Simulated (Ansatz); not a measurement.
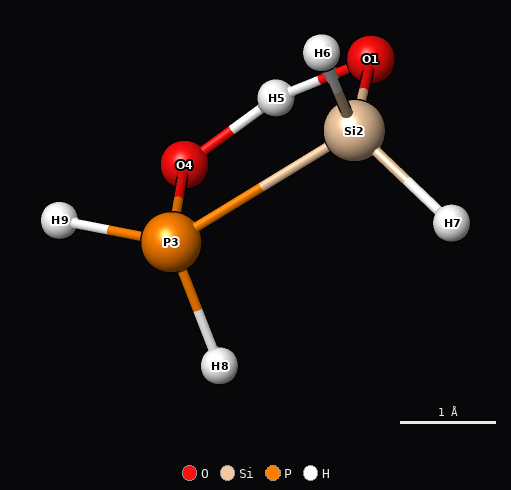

Fig. 1: The structure (ball-and-stick view, seen at a tilt; atoms are numbered from 1 in the order of the input). Bond lengths as drawn: H–O 1.22 to 1.23 Å, H–P 1.44 to 1.49 Å, H–Si 1.47 Å, O–P 1.79 Å, O–Si 1.66 Å and P–Si 2.37 Å.

Frequency calculation of SiPH₅O₂

The run: frequency calculation of SiPH₅O₂. Method and program: RKS PBE/STO-3G (Ansatz 0.2.0).

It belongs to a series of runs on one base structure; here: vibrations at the highest image of the band. Figures and captions count atoms from 1; the log counts them from 0 in places.

The input
```yaml
crystal:
  periodic: [false, false, false]
  atoms:
    - { symbol: O, position_ang: [-1.140632, 0.806522, -1.003062] }
    - { symbol: Si, position_ang: [0.397675, 1.170971, -0.490247] }
    - { symbol: P, position_ang: [0.500832, -0.780528, 0.854777] }
    - { symbol: O, position_ang: [-1.17172, -1.185853, 0.348364] }
    - { symbol: H, position_ang: [-1.383773, -0.204222, -0.340035] }
    - { symbol: H, position_ang: [0.592709, 2.353279, 0.354182] }
    - { symbol: H, position_ang: [1.478586, 1.118306, -1.481024] }
    - { symbol: H, position_ang: [1.223412, -1.7251, 0.038603] }
    - { symbol: H, position_ang: [-0.40859, -1.599675, 1.701441] }
basis:
  gaussian: { orbitals: STO-3G }
hamiltonian:
  xc: pbe
phonons: {}
```

Run as:
```bash
ansatz run input.yaml --threads 1 --pin off --max-ram 2048MiB --backend cpu --events-out ev --progress --plain --runs-dir out
```

Output
```
Engine: ansatz 0.2.0, aarch64-unknown-linux-gnu
Functional definition: PBE
  parameter kappa = 0.804
  parameter beta = 0.06672455060314922
  exchange = pbe_x(kappa = kappa, mu = beta*pi^2/3)
  correlation = pbe_c(beta = beta)
449 factors; integrals over basis functions are off by at most 1.2e-5 eV
mean field evaluation 1: about -21062.9635 eV, gradient 4.8e1 eV
mean field evaluation 2: about -20857.4222 eV, gradient 2.2e2 eV
mean field evaluation 4: about -21070.5214 eV, gradient 2.0e1 eV
mean field evaluation 8: about -21071.8625 eV, gradient 2.7e-1 eV
mean field evaluation 16: about -21071.8150 eV, gradient 2.5e-5 eV
mean field -21071.81498284 eV, -774.3749176301 hartree, gradient 2.5e-5 eV, S^2 0.000000; 0 other end points of the search recorded, 0 dependent functions left out
the calculation of the forces begins
reference -21071.81500224 eV, -774.3749183432 hartree; 25, 25 occupied and 8, 8 virtual orbitals, 449 factors
these checks for a lower state are left out or cut short: stability, starts, cluster_reference, orbital_swaps, neighbouring_geometries, increment
449 factors; integrals over basis functions are off by at most 1.2e-5 eV
mean field -21071.81485039 eV, -774.3749127629 hartree, gradient 1.7e-6 eV, S^2 0.000000; 0 other end points of the search recorded, 0 dependent functions left out
[... from here on the field's lines of each further geometry are left out, up to the last ...]
the calculation of the forces begins
reference -21071.81500476 eV, -774.3749184357 hartree; 25, 25 occupied and 8, 8 virtual orbitals, 449 factors
these checks for a lower state are left out or cut short: stability, starts, cluster_reference, orbital_swaps, neighbouring_geometries, increment
449 factors; integrals over basis functions are off by at most 1.2e-5 eV
mean field -21071.81492341 eV, -774.3749154462 hartree, gradient 1.9e-6 eV, S^2 0.000000; 0 other end points of the search recorded, 0 dependent functions left out
the calculation of the forces begins
reference -21071.81494281 eV, -774.3749161592 hartree; 25, 25 occupied and 8, 8 virtual orbitals, 449 factors
WARN: phonons: modes at or below zero, which the zero-point energy, F, S and C_V leave out: 1, the lowest at -1374.42 cm⁻¹. A minimum has none, and a first-order saddle one
Total energy: -21071.81500224 eV, -774.3749183432 hartree
Atom 0 at    -1.140632     0.806522    -1.003062 Å, force    -0.016335    -0.004619    -0.020985 eV/Å
Atom 1 at     0.397675     1.170971    -0.490247 Å, force    -0.000365    -0.001152     0.021873 eV/Å
Atom 2 at     0.500832    -0.780528     0.854777 Å, force     0.023666     0.006622    -0.019259 eV/Å
Atom 3 at    -1.171720    -1.185853     0.348364 Å, force     0.000899    -0.021921     0.020530 eV/Å
Atom 4 at    -1.383773    -0.204222    -0.340035 Å, force    -0.000587     0.032281    -0.017907 eV/Å
Atom 5 at     0.592709     2.353279     0.354182 Å, force     0.006618    -0.003214    -0.001435 eV/Å
Atom 6 at     1.478586     1.118306    -1.481024 Å, force    -0.004651     0.003968    -0.000063 eV/Å
Atom 7 at     1.223412    -1.725100     0.038603 Å, force     0.004304    -0.003918     0.004858 eV/Å
Atom 8 at    -0.408590    -1.599675     1.701441 Å, force    -0.013548    -0.008049     0.012389 eV/Å
Dipole moment:     0.480807    -0.033396     0.250994 e Å
Vibrations: -1374.42 146.67 290.26 379.30 409.76 482.85 636.37 664.30 696.76 779.36 895.62 932.07 940.65 1027.02 1101.81 1785.65 2008.90 2300.76 2492.64 2511.59 2525.89 cm⁻¹, zero-point energy 1.426327 eV
```

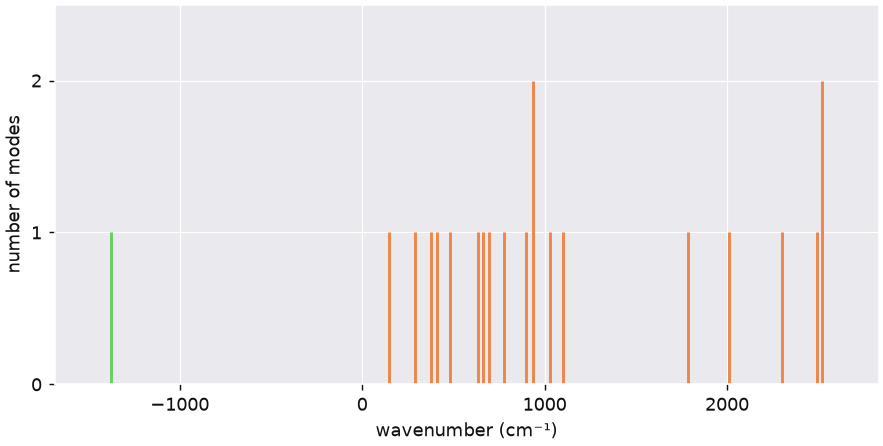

Fig. 2: Harmonic vibrational wavenumbers from the force constants; neighbouring modes closer than 18 cm⁻¹ are counted in one stick, and imaginary ones are drawn at negative wavenumbers. 21 modes from 1374i to 2526 cm⁻¹, 1 imaginary beyond 8i (1374i cm⁻¹): a first-order saddle point, if the geometry is stationary.

Results in brief

| quantity | value |
| --- | --- |
| outcome | converged |
| total energy | −21071.8150 eV |
| mean-field energy | −21071.8150 eV |
| largest force (length of the vector) | 0.037 eV/Å |
| hardware | 1 thread of Arm Neoverse V2, 24 GiB of memory available, shared host |
| wall time | 55 s |
| peak memory | 0.088 GiB |
